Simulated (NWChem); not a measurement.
# HF/6-31G(d) (spherical functions) run of CH3AlF2 (SMILES [CH3][Al]([F])[F])

What is the adiabatic ionisation energy of CH3AlF2 at HF/6-31G* (spherical functions)? 

Program for the calculation: NWChem 7.3.0.

1 further run of the same task is left out (set aside as unsound or not needed).

**1. Starting point**

CH3AlF2: 7 atoms, total charge 0, spin state singlet. SMILES: `[CH3][Al]([F])[F]`. The coordinates come from a PBE0-D4/def2-TZVP relaxation. The run starts from this shape.

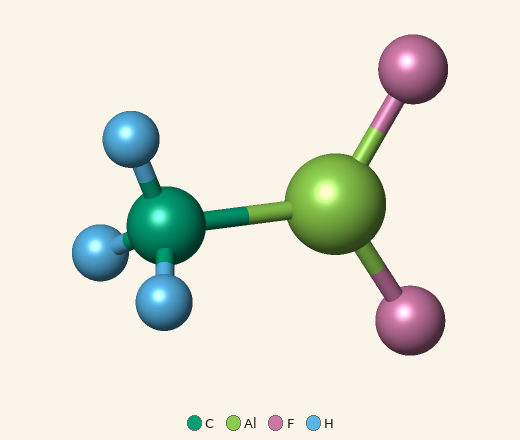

Viewed from a chosen angle; carbon teal, aluminium green, fluorine pink, hydrogen blue.

**2. A geometry optimisation at HF/6-31G(d) (spherical functions)**

File a.nw:

```
START a
memory stack 880 mb heap 220 mb global 1100 mb
charge 0

GEOMETRY units atomic
C     -0.47923455     1.56072481    -0.45107763
Al     0.55387873    -1.80695612     0.46392776
F      2.85953357    -2.30452101     2.48593472
F     -0.80011004    -4.34183474    -0.71545031
H     -2.03296736     1.54201652    -1.80676715
H     -1.08356896     2.61632582     1.21906232
H      1.09811985     2.60574335    -1.28161226
END

BASIS spherical bse
* library 6-31G*
END

SCF
thresh 1e-07
maxiter 80
print low
END

DRIVER
maxiter 60
END

FREQ
temp 2 298.15 573.15
END

TASK scf optimize
TASK scf frequencies
```

On the command line:

```bash
$ nwchem a.nw > a.out
```

The program printed:

```text
Northwest Computational Chemistry Package (NWChem) 7.3.0
             --------------------------------------------------------

           Job information
           ---------------

    nwchem branch   = 7.3.0
    use scalapack   = T
    input           = a.nw
    prefix          = a.
    data base       = ./a.db
    status          = startup
    nproc           =        1

           Memory information
           ------------------

    heap     =     28835840 doubles =      220.0 Mbytes
    stack    =    115343357 doubles =      880.0 Mbytes
    global   =    144179200 doubles =     1100.0 Mbytes (distinct from heap & stack)
    total    =    288358397 doubles =     2200.0 Mbytes
    verify   = yes
    hardfail = no

           Directory information
           ---------------------

  0 permanent = .
  0 scratch   = .

                                NWChem Input Module
                                -------------------

 CS  symmetry detected

          ------
          auto-z
          ------
  no constraints, skipping    0.0000000000000000
  no constraints, skipping    0.0000000000000000

                             Geometry "geometry" -> ""
                             -------------------------

 Output coordinates in a.u. (scale by  1.000000000 to convert to a.u.)

  No.       Tag          Charge          X              Y              Z
 ---- ---------------- ---------- -------------- -------------- --------------
    1 C                    6.0000    -0.11600527    -3.50295358     0.00000000
    2 Al                  13.0000    -0.00351693     0.13479011     0.00000000
    3 F                    9.0000     2.69438588     1.67538988     0.00000000
    4 F                    9.0000    -2.57351055     1.87977167     0.00000000
    5 H                    1.0000    -2.05385639    -4.20796638     0.00000000
    6 H                    1.0000     0.85386512    -4.26151877    -1.65930595
    7 H                    1.0000     0.85386512    -4.26151877     1.65930595

      Atomic Mass
      -----------

      C                 12.000000
      Al                26.981540
      F                 18.998400
      H                  1.007825

 Effective nuclear repulsion energy (a.u.)     156.1293216394

            Nuclear Dipole moment (a.u.)
            ----------------------------
        X                 Y               Z
 ---------------- ---------------- ----------------
     0.0000000000     0.0000000000     0.0000000000

      Symmetry information
      --------------------

 Group name             Cs
 Group number              2
 Group order               2
 No. of unique centers     6

      Symmetry unique atoms

     1    2    3    4    5    6

                                Z-matrix (autoz)
                                --------

 Units are Angstrom for bonds and degrees for angles

      Type          Name      I     J     K     L     M      Value
      ----------- --------  ----- ----- ----- ----- ----- ----------
    1 Stretch                  1     2                       1.92593
    2 Stretch                  1     5                       1.09122
    3 Stretch                  1     6                       1.09341
    4 Stretch                  1     7                       1.09341
    5 Stretch                  2     3                       1.64404
    6 Stretch                  2     4                       1.64385
    7 Bend                     1     2     3               121.49909
    8 Bend                     1     2     4               122.40466
    9 Bend                     2     1     5               111.76314
   10 Bend                     2     1     6               110.63660
   11 Bend                     2     1     7               110.63660
   12 Bend                     3     2     4               116.09624
   13 Bend                     5     1     6               108.39631
   14 Bend                     5     1     7               108.39631
   15 Bend                     6     1     7               106.84548
   16 Torsion                  3     2     1     5         180.00000
   17 Torsion                  3     2     1     6         -59.10563
   18 Torsion                  3     2     1     7          59.10563
   19 Torsion                  4     2     1     5           0.00000
   20 Torsion                  4     2     1     6         120.89437
   21 Torsion                  4     2     1     7        -120.89437

            XYZ format geometry
            -------------------
     7
 geometry
 C                    -0.06138735    -1.85368334     0.00000000
 Al                   -0.00186108     0.07132786     0.00000000
 F                     1.42580771     0.88657821     0.00000000
 F                    -1.36184323     0.99473240     0.00000000
 H                    -1.08685407    -2.22676007     0.00000000
 H                     0.45184599    -2.25509878    -0.87806696
 H                     0.45184599    -2.25509878     0.87806696

[... 159 lines left out ...]
         Total SCF energy =   -480.556235366320
[... 2 lines left out ...]
 Nuclear repulsion energy =    156.129321639409
[... 63 lines left out ...]
       Final RHF  results
[... 4 lines left out ...]
      Two-electron energy =    344.440353660847
[... 6 lines left out ...]
 new step= 1.31                   predicted energy=   -480.556521
[... 78 lines left out ...]
         Total SCF energy =   -480.556520513083
[... 2 lines left out ...]
 Nuclear repulsion energy =    156.394768019117
[... 62 lines left out ...]
         Total SCF energy =   -480.556557347494
[... 2 lines left out ...]
 Nuclear repulsion energy =    156.352876674186
[... 44 lines left out ...]
            Nuclear Dipole moment (a.u.)
[... 40 lines left out ...]
      One-electron energy =   -981.327453489845
[... 23 lines left out ...]
@    2    -480.55656121 -4.1D-05  0.00073  0.00027  0.00552  0.01144     21.9
[... 46 lines left out ...]
      One-electron energy =   -981.220960280246
[... 6 lines left out ...]
     step= 1.00 grad=-4.5D-06 hess= 1.2D-06 energy=   -480.556565 mode=downhill
[... 76 lines left out ...]
       Final RHF  results
[... 4 lines left out ...]
      Two-electron energy =    344.333696807293
[... 60 lines left out ...]
       Final RHF  results
[... 4 lines left out ...]
      Two-electron energy =    344.336414470598
[... 6 lines left out ...]
 new step= 1.00                   predicted energy=   -480.556566
[... 68 lines left out ...]
         Total SCF energy =   -480.556565562162
[... 40 lines left out ...]
@    4    -480.55656556 -6.8D-08  0.00003  0.00001  0.00026  0.00078     32.6
[... 138 lines left out ...]
       Final RHF  results
[... 4 lines left out ...]
      Two-electron energy =    344.336414556144
[... 35 lines left out ...]
       Convergence  1.0D-04
[... 16 lines left out ...]
 X vector of derivative dipole (au) [debye/angstrom]
[... 2 lines left out ...]
 d_dipole_x/<atom=   1,z> =     0.0000     [    0.0000]
[... 2 lines left out ...]
 d_dipole_x/<atom=   2,z> =    -0.0000     [   -0.0000]
[... 2 lines left out ...]
 d_dipole_x/<atom=   3,z> =    -0.0000     [   -0.0000]
[... 2 lines left out ...]
 d_dipole_x/<atom=   4,z> =     0.0000     [    0.0000]
[... 2 lines left out ...]
 d_dipole_x/<atom=   5,z> =    -0.0000     [   -0.0000]
[... 2 lines left out ...]
 d_dipole_x/<atom=   6,z> =     0.0689     [    0.3310]
[... 2 lines left out ...]
 d_dipole_x/<atom=   7,z> =    -0.0689     [   -0.3310]
[... 3 lines left out ...]
 d_dipole_y/<atom=   1,y> =    -0.3605     [   -1.7317]
[... 2 lines left out ...]
 d_dipole_y/<atom=   2,y> =     1.9127     [    9.1872]
[... 2 lines left out ...]
 d_dipole_y/<atom=   3,y> =    -0.8106     [   -3.8934]
[... 2 lines left out ...]
 d_dipole_y/<atom=   4,y> =    -0.8315     [   -3.9937]
[... 2 lines left out ...]
 d_dipole_y/<atom=   5,y> =     0.0292     [    0.1404]
[... 2 lines left out ...]
 d_dipole_y/<atom=   6,y> =     0.0303     [    0.1456]
[... 2 lines left out ...]
 d_dipole_y/<atom=   7,y> =     0.0303     [    0.1456]
[... 3 lines left out ...]
 d_dipole_z/<atom=   1,x> =     0.0000     [    0.0000]
[... 2 lines left out ...]
 d_dipole_z/<atom=   2,x> =    -0.0000     [   -0.0000]
[... 2 lines left out ...]
 d_dipole_z/<atom=   3,x> =     0.0000     [    0.0000]
[... 2 lines left out ...]
 d_dipole_z/<atom=   4,x> =     0.0000     [    0.0000]
[... 2 lines left out ...]
 d_dipole_z/<atom=   5,x> =     0.0000     [    0.0000]
[... 2 lines left out ...]
 d_dipole_z/<atom=   6,x> =     0.0623     [    0.2993]
[... 2 lines left out ...]
 d_dipole_z/<atom=   7,x> =    -0.0623     [   -0.2993]
[... 26 lines left out ...]
          MASS-WEIGHTED NUCLEAR HESSIAN (Hartree/Bohr/Bohr/Kamu)
[... 134 lines left out ...]
 Zero-Point correction to Energy  =   27.227 kcal/mol  (  0.043389 au)
[... 16 lines left out ...]
 Zero-Point correction to Energy  =   27.227 kcal/mol  (  0.043389 au)
[... 51 lines left out ...]
 Normal Eigenvalue ||    Projected Derivative Dipole Moments (debye/angs)
[... 9 lines left out ...]
 ----------------------------------------------------------------------------
 Normal Eigenvalue ||           Projected Infra Red Intensities
  Mode   [cm**-1]  || [atomic units] [(debye/angs)**2] [(KM/mol)] [arbitrary]
 ------ ---------- || -------------- ----------------- ---------- -----------
    1       -8.033 ||    0.000015           0.000         0.014       0.005
    2       -0.000 ||    0.000749           0.017         0.730       0.230
    3       -0.000 ||    0.000493           0.011         0.480       0.151
[... 17 lines of this table left out ...]
   21     3268.675 ||    0.014589           0.337        14.222       4.486
 ----------------------------------------------------------------------------

 ===============================================================================
      Negative Nuclear Hessian Mode    1  Eigenvalue =     -8.03 cm**(-1)
 -------------------------------------------------------------------------------
   Raw step length:  0.976 a.u.      ;  The Raw step for this mode is:
    1 C                    6.0000     0.00000001     0.00000001    -0.00051334
    2 Al                  13.0000    -0.00000001     0.00000000    -0.00726584
    3 F                    9.0000     0.00000001    -0.00000002    -0.02893078
    4 F                    9.0000    -0.00000001     0.00000001     0.03659597
    5 H                    1.0000     0.00000004    -0.00000006    -0.54081177
    6 H                    1.0000     0.48849558    -0.03071876     0.29847487
    7 H                    1.0000    -0.48849548     0.03071887     0.29847485

  Geometry after  100.0% step for mode  1; Step length =  0.976 a.u.
   Maximum component (any atom: x,y, or z) displacement:  0.541
    1 C                    6.0000    -0.11309175    -3.51915504    -0.00051334
    2 Al                  13.0000    -0.00098555     0.15896879    -0.00726584
    3 F                    9.0000     2.67341945     1.71007721    -0.02893078
    4 F                    9.0000    -2.55113267     1.90634178     0.03659597
    5 H                    1.0000    -2.03807121    -4.22838882    -0.54081177
    6 H                    1.0000     1.33103995    -4.31664367    -1.35138066
    7 H                    1.0000     0.35404889    -4.25520604     1.94833038

  Geometry after -100.0% step for mode  1; Step length =  0.976 a.u.
   Maximum component (any atom: x,y, or z) displacement:  0.541
    1 C                    6.0000    -0.11309177    -3.51915507     0.00051334
    2 Al                  13.0000    -0.00098553     0.15896878     0.00726584
    3 F                    9.0000     2.67341944     1.71007726     0.02893078
    4 F                    9.0000    -2.55113266     1.90634176    -0.03659597
    5 H                    1.0000    -2.03807130    -4.22838870     0.54081177
    6 H                    1.0000     0.35404879    -4.25520615    -1.94833040
    7 H                    1.0000     1.33103985    -4.31664378     1.35138068

  Geometry after   50.0% step for mode  1; Step length =  0.488 a.u.
   Maximum component (any atom: x,y, or z) displacement:  0.270
    1 C                    6.0000    -0.11309175    -3.51915505    -0.00025667
    2 Al                  13.0000    -0.00098555     0.15896879    -0.00363292
    3 F                    9.0000     2.67341945     1.71007722    -0.01446539
    4 F                    9.0000    -2.55113267     1.90634177     0.01829798
    5 H                    1.0000    -2.03807123    -4.22838879    -0.27040589
    6 H                    1.0000     1.08679216    -4.30128429    -1.50061810
    7 H                    1.0000     0.59829663    -4.27056547     1.79909296

  Geometry after  -50.0% step for mode  1; Step length =  0.488 a.u.
   Maximum component (any atom: x,y, or z) displacement:  0.270
    1 C                    6.0000    -0.11309177    -3.51915506     0.00025667
    2 Al                  13.0000    -0.00098554     0.15896878     0.00363292
    3 F                    9.0000     2.67341944     1.71007725     0.01446539
    4 F                    9.0000    -2.55113266     1.90634177    -0.01829798
    5 H                    1.0000    -2.03807128    -4.22838873     0.27040589
    6 H                    1.0000     0.59829658    -4.27056553    -1.79909297
    7 H                    1.0000     1.08679211    -4.30128434     1.50061811

  Geometry after   37.0% step for mode  1; Step length =  0.361 a.u.
   Maximum component (any atom: x,y, or z) displacement:  0.200
    1 C                    6.0000    -0.11309175    -3.51915505    -0.00018984
    2 Al                  13.0000    -0.00098554     0.15896878    -0.00268701
    3 F                    9.0000     2.67341945     1.71007722    -0.01069902
    4 F                    9.0000    -2.55113267     1.90634177     0.01353372
    5 H                    1.0000    -2.03807124    -4.22838878    -0.20000000
    6 H                    1.0000     1.02319709    -4.29728515    -1.53947522
    7 H                    1.0000     0.66189169    -4.27456462     1.76023584

  Geometry after  -37.0% step for mode  1; Step length =  0.361 a.u.
   Maximum component (any atom: x,y, or z) displacement:  0.200
    1 C                    6.0000    -0.11309177    -3.51915506     0.00018984
    2 Al                  13.0000    -0.00098554     0.15896878     0.00268701
    3 F                    9.0000     2.67341944     1.71007724     0.01069902
    4 F                    9.0000    -2.55113266     1.90634177    -0.01353372
    5 H                    1.0000    -2.03807127    -4.22838874     0.20000000
    6 H                    1.0000     0.66189165    -4.27456467    -1.76023585
    7 H                    1.0000     1.02319705    -4.29728519     1.53947522

  Geometry after   18.5% step for mode  1; Step length =  0.180 a.u.
   Maximum component (any atom: x,y, or z) displacement:  0.100
    1 C                    6.0000    -0.11309176    -3.51915505    -0.00009492
    2 Al                  13.0000    -0.00098554     0.15896878    -0.00134351
    3 F                    9.0000     2.67341945     1.71007723    -0.00534951
    4 F                    9.0000    -2.55113267     1.90634177     0.00676686
    5 H                    1.0000    -2.03807124    -4.22838877    -0.10000000
    6 H                    1.0000     0.93287073    -4.29160503    -1.59466537
    7 H                    1.0000     0.75221803    -4.28024477     1.70504569

  Geometry after  -18.5% step for mode  1; Step length =  0.180 a.u.
   Maximum component (any atom: x,y, or z) displacement:  0.100
    1 C                    6.0000    -0.11309176    -3.51915506     0.00009492
    2 Al                  13.0000    -0.00098554     0.15896878     0.00134351
    3 F                    9.0000     2.67341944     1.71007724     0.00534951
    4 F                    9.0000    -2.55113267     1.90634177    -0.00676686
    5 H                    1.0000    -2.03807126    -4.22838875     0.10000000
    6 H                    1.0000     0.75221801    -4.28024479    -1.70504569
    7 H                    1.0000     0.93287071    -4.29160505     1.59466538

 vib:animation  F

 Task  times  cpu:       15.1s     wall:       15.1s
 Total times  cpu:       47.8s     wall:       47.8s
```

Run time: 49 s. Hardware: 1 thread of Intel Xeon 6975P-C (Granite Rapids), shared host; peak memory 0.13 GiB.

The path in brief:

| step | energy from the first frame kept (eV) |
| --- | --- |
| 0 | 0.0000 |
| 1 | -0.0078 |
| 2 | -0.0089 |
| 3 | -0.0090 |
| 4 | -0.0090 |

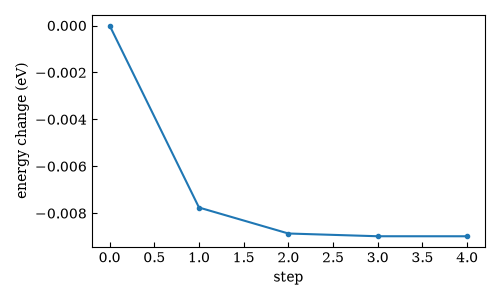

Energy along the run.

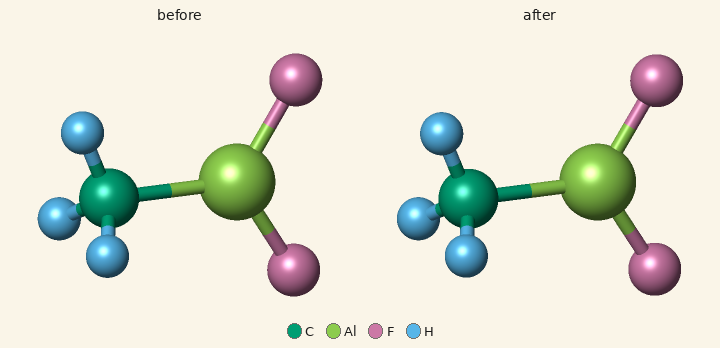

Before and after, at one scale.

After the run. Bond lengths: C1–Al2 1.947 Å, Al2–F3 1.636 Å, Al2–F4 1.636 Å, C1–H5 1.086 Å, C1–H6 1.087 Å, C1–H7 1.087 Å. Angles: C1–Al2–F3 121.9°, C1–Al2–F4 122.7°, F3–Al2–F4 115.5°, Al2–C1–H5 112.0°, Al2–C1–H6 111.0°, Al2–C1–H7 111.0°, H5–C1–H6 107.9°, H5–C1–H7 107.9°, H6–C1–H7 106.8°.

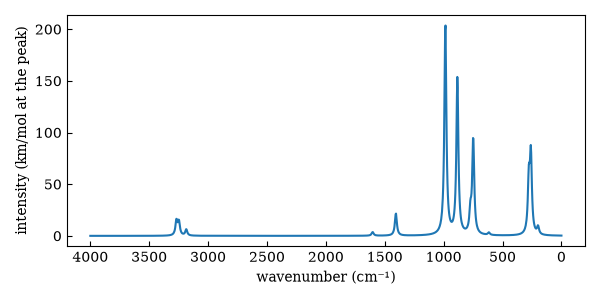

Harmonic infrared spectrum, unscaled, lines broadened by 10 cm⁻¹.

[end of part 1 of 2]
